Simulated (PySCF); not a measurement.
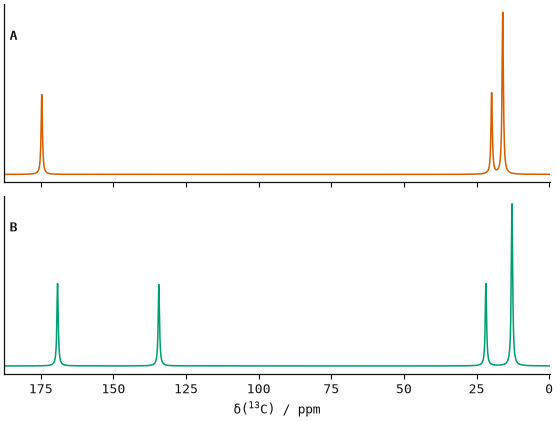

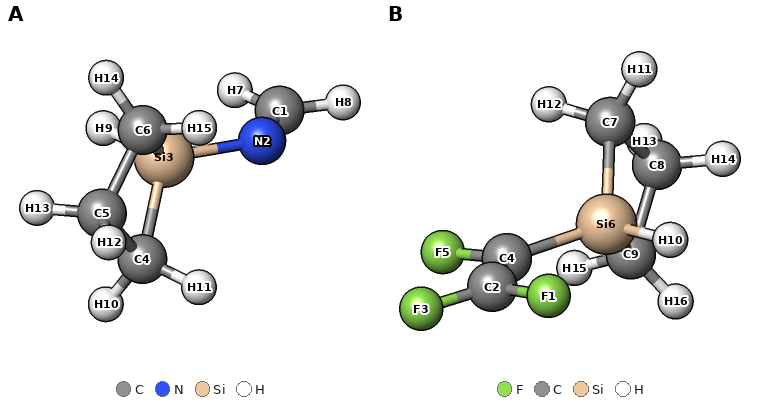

Related molecules: A is C₄H₉NSi, SMILES C=N[SiH]1CCC1; B is C₅H₇F₃Si, SMILES FC(F)=C(F)[SiH]1CCC1. GIAO ¹³C shifts against TMS, PBE0/pcSseg-1 in PySCF, at a PBE0-D3(BJ)/def2-SVP geometry (no frequency check); fully decoupled, line heights follow the number of nuclei within a panel, widths are arbitrary (no quadrupolar broadening); values of one conformer, averaged over methyl-type rotors and exact or near symmetry; other conformers aren't averaged in.

Question: Assign the ¹³C signals of each molecule.

Answer: A: 174.7 (C1); 19.8 (C5); 16.0 (C4, C6)
B: 169.2 (C2); 134.4 (C4); 21.8 (C8); 12.8 (C7, C9)
